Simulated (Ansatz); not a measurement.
# GeH2Cl (SMILES [Cl][GeH2]) at UCCSDT/STO-3G

Aim: the vertical ionisation energy of GeH2Cl at UCCSDT/STO-3G, from 2 runs. 

Program for the calculation: Ansatz 0.2.0.

57 further runs of the same task are left out: 6 that didn't finish, 51 set aside as unsound or not needed.

## Step 1: The molecule

The species is GeH2Cl (4 atoms), meant as a doublet with charge 0. SMILES: `[Cl][GeH2]`. Geometry: relaxed at PBE0-D4/def2-TZVP.

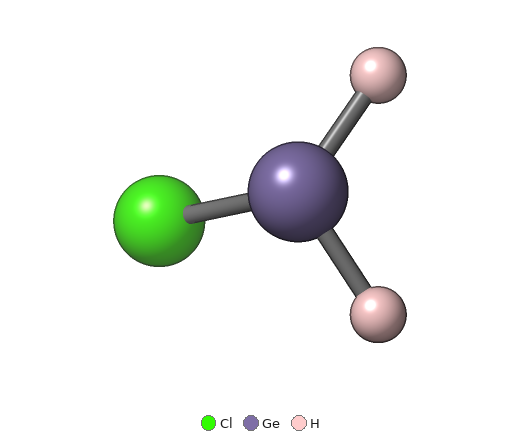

The structure, seen from a chosen angle (chlorine green, germanium purple, hydrogen pink).

## Step 2: The energy at UCCSDT/STO-3G

Input file job.yaml:

```yaml
crystal:
  periodic: [false, false, false]
  atoms:
    - {symbol: Cl, position_ang: [-1.562900, 0.305200, 0.993500]}
    - {symbol: Ge, position_ang: [0.106700, -0.451100, -0.141600]}
    - {symbol: H, position_ang: [0.072700, 0.259600, -1.514200]}
    - {symbol: H, position_ang: [1.383400, -0.113700, 0.662300]}
basis:
  gaussian:
    orbitals: STO-3G
accuracy: high
magnetization:
  spin_polarized: true
  initial_magnetization: 1
scf:
  omitted_lower_state_checks: [cluster_reference, increment]
correlation:
  method: ccsdt
  frozen_orbitals: {Cl: 5, Ge: 9, H: 0}
```

Launch:

```console
$ ansatz run job.yaml --threads 1 --pin off --max-ram 2610MiB --events-out events.jsonl --progress --plain --runs-dir runs
```

Output:

```text
Warning: RAYON_NUM_THREADS=1 ignored (pool sized by the plan → 1); use --threads N
Functional definition: HF
  name "HF"
  exchange = exact_x
  correlation = 0
these checks for a lower state are left out or cut short: cluster_reference, increment
426 factors; integrals over basis functions are off by at most 4.7e-9 eV
mean field evaluation 1: about -68231.8598 eV, gradient 7.3e0 eV
mean field evaluation 2: about -68231.8895 eV, gradient 7.3e0 eV
mean field evaluation 4: about -68232.7072 eV, gradient 7.3e-1 eV
mean field evaluation 8: about -68232.7234 eV, gradient 9.6e-3 eV
mean field -68232.72343337 eV, -2507.5063363754 hartree, gradient 5.5e-8 eV, S^2 0.751586; 0 other end points of the search recorded, 0 dependent functions left out
14 core orbitals not correlated: weight in the atoms' cores, before any rotation towards them, 1.000 or more for the frozen orbitals, at most 0.000 for the correlated occupied ones
reference -68232.72343337 eV, -2507.5063363754 hartree; 12, 11 occupied and 3, 4 virtual orbitals, 426 factors
second order -0.89570773 eV of doubles, -0.00000000 eV of singles
cycle   1  -1.15902443 eV  change   -2.6e-1 eV  update   5.1e-2
cycle   2  -1.33216480 eV  change   -1.7e-1 eV  update   2.2e-2
cycle   3  -1.34769988 eV  change   -1.6e-2 eV  update   7.1e-3
cycle   4  -1.35176684 eV  change   -4.1e-3 eV  update   3.2e-3
cycle   5  -1.35194765 eV  change   -1.8e-4 eV  update   1.2e-3
cycle   6  -1.35180416 eV  change    1.4e-4 eV  update   5.4e-4
cycle   7  -1.35168383 eV  change    1.2e-4 eV  update   2.0e-4
cycle   8  -1.35169751 eV  change   -1.4e-5 eV  update   8.7e-5
cycle   9  -1.35173593 eV  change   -3.8e-5 eV  update   3.1e-5
cycle  10  -1.35173002 eV  change    5.9e-6 eV  update   1.4e-5
cycle  11  -1.35172936 eV  change    6.6e-7 eV  update   6.3e-6
cycle  12  -1.35172772 eV  change    1.6e-6 eV  update   2.2e-6
cycle  13  -1.35172833 eV  change   -6.1e-7 eV  update   1.0e-6
cycle  14  -1.35172893 eV  change   -6.0e-7 eV  update   4.7e-7
cycle  15  -1.35172910 eV  change   -1.8e-7 eV  update   2.0e-7
cycle  16  -1.35172910 eV  change    4.9e-9 eV  update   9.1e-8
cycle  17  -1.35172903 eV  change    7.2e-8 eV  update   4.0e-8
cycle  18  -1.35172900 eV  change    2.7e-8 eV  update   1.7e-8
cycle  19  -1.35172895 eV  change    4.9e-8 eV  update   6.1e-8
cycle  20  -1.35172894 eV  change    1.5e-8 eV  update   2.3e-8
cycle  21  -1.35172893 eV  change    1.2e-9 eV  update   9.1e-9
cycle  22  -1.35172893 eV  change   5.0e-10 eV  update   3.9e-9
cycle  23  -1.35172893 eV  change   1.9e-10 eV  update   1.6e-9
Total energy: -68234.07516231 eV, -2507.5560114974 hartree
Checks for a lower state left out: cluster_reference, increment
```

Wall time 1.4 s (1 thread of Arm Neoverse V1, shared host); peak memory 0.096 GiB.

## Step 3: The singlet cation, same level

Input file molecule.yaml:

```yaml
crystal:
  periodic: [false, false, false]
  atoms:
    - {symbol: Cl, position_ang: [-1.562900, 0.305200, 0.993500]}
    - {symbol: Ge, position_ang: [0.106700, -0.451100, -0.141600]}
    - {symbol: H, position_ang: [0.072700, 0.259600, -1.514200]}
    - {symbol: H, position_ang: [1.383400, -0.113700, 0.662300]}
basis:
  gaussian:
    orbitals: STO-3G
total_charge: 1
correlation:
  method: ccsdt
  frozen_orbitals: {Cl: 5, Ge: 9, H: 0}
accuracy: high
scf:
  omitted_lower_state_checks: [cluster_reference, increment]
```

Launch:

```console
$ ansatz run molecule.yaml --threads 1 --pin off --max-ram 2610MiB --events-out events.jsonl --progress --plain --runs-dir runs
```

Output:

```text
Warning: RAYON_NUM_THREADS=1 ignored (pool sized by the plan → 1); use --threads N
Functional definition: HF
  name "HF"
  exchange = exact_x
  correlation = 0
these checks for a lower state are left out or cut short: cluster_reference, increment
425 factors; integrals over basis functions are off by at most 4.7e-9 eV
mean field evaluation 1: about -68223.1546 eV, gradient 1.8e1 eV
mean field evaluation 2: about -68223.1737 eV, gradient 1.8e1 eV
mean field evaluation 4: about -68225.6398 eV, gradient 1.2e0 eV
mean field evaluation 8: about -68225.6555 eV, gradient 2.4e-2 eV
mean field -68225.65546560 eV, -2507.2465933504 hartree, gradient 5.0e-8 eV, S^2 0.000000; 0 other end points of the search recorded, 0 dependent functions left out
14 core orbitals not correlated: weight in the atoms' cores, before any rotation towards them, 1.000 or more for the frozen orbitals, at most 0.000 for the correlated occupied ones
reference -68225.65546560 eV, -2507.2465933504 hartree; 11, 11 occupied and 4, 4 virtual orbitals, 425 factors
second order -1.33126290 eV of doubles, -0.00000000 eV of singles
cycle   1  -1.62950634 eV  change   -3.0e-1 eV  update   9.3e-2
cycle   2  -1.84155985 eV  change   -2.1e-1 eV  update   4.5e-2
cycle   3  -1.98643375 eV  change   -1.4e-1 eV  update   3.4e-2
cycle   4  -2.00306568 eV  change   -1.7e-2 eV  update   1.4e-2
cycle   5  -2.00722111 eV  change   -4.2e-3 eV  update   7.2e-3
cycle   6  -2.00863711 eV  change   -1.4e-3 eV  update   2.6e-3
cycle   7  -2.00724573 eV  change    1.4e-3 eV  update   9.8e-4
cycle   8  -2.00668179 eV  change    5.6e-4 eV  update   3.9e-4
cycle   9  -2.00706861 eV  change   -3.9e-4 eV  update   1.6e-4
cycle  10  -2.00716146 eV  change   -9.3e-5 eV  update   7.8e-5
cycle  11  -2.00715410 eV  change    7.4e-6 eV  update   3.2e-5
cycle  12  -2.00716957 eV  change   -1.5e-5 eV  update   1.5e-5
cycle  13  -2.00715512 eV  change    1.4e-5 eV  update   7.7e-6
cycle  14  -2.00716084 eV  change   -5.7e-6 eV  update   2.5e-6
cycle  15  -2.00716173 eV  change   -8.9e-7 eV  update   1.0e-6
cycle  16  -2.00716244 eV  change   -7.1e-7 eV  update   3.9e-7
cycle  17  -2.00716246 eV  change   -1.0e-8 eV  update   1.5e-7
cycle  18  -2.00716237 eV  change    8.0e-8 eV  update   6.8e-8
cycle  19  -2.00716233 eV  change    4.3e-8 eV  update   4.0e-8
cycle  20  -2.00716195 eV  change    3.8e-7 eV  update   1.3e-7
cycle  21  -2.00716187 eV  change    8.3e-8 eV  update   4.7e-8
cycle  22  -2.00716183 eV  change    3.6e-8 eV  update   2.3e-8
cycle  23  -2.00716183 eV  change    3.9e-9 eV  update   9.2e-9
cycle  24  -2.00716183 eV  change   -6.1e-9 eV  update   4.0e-9
cycle  25  -2.00716184 eV  change   -1.6e-9 eV  update   1.5e-9
cycle  26  -2.00716184 eV  change   -1.7e-9 eV  update  6.5e-10
Total energy: -68227.66262743 eV, -2507.3203551874 hartree
Checks for a lower state left out: cluster_reference, increment
```

Wall time 0.6 s (1 thread of Arm Neoverse V1, shared host).

## Step 4: What came out

At UCCSDT/STO-3G, 14 core orbitals frozen:

```
                                                    quantity           value
                                doublet GeH2Cl: total energy  -2507.55601 Eh
doublet GeH2Cl: correlation energy (14 core orbitals frozen)       -49.7 mEh
           doublet GeH2Cl: ⟨S²⟩ of the reference determinant           0.752
                               doublet GeH2Cl: T1 diagnostic           0.006
                                singlet cation: total energy  -2507.32036 Eh
singlet cation: correlation energy (14 core orbitals frozen)       -73.8 mEh
                               singlet cation: T1 diagnostic           0.024
          vertical ionisation energy (to the singlet cation)        6.413 eV
```

What this shows: Removing an electron at fixed nuclei costs 6.41 eV (619 kJ/mol). Only the singlet of the ionised species was computed; a triplet could lie lower. In a minimal basis such a difference can be off by several eV, whatever the method. The T1 diagnostic (singlet cation) of 0.024 is above the customary mark for such species, so a single reference may not serve.
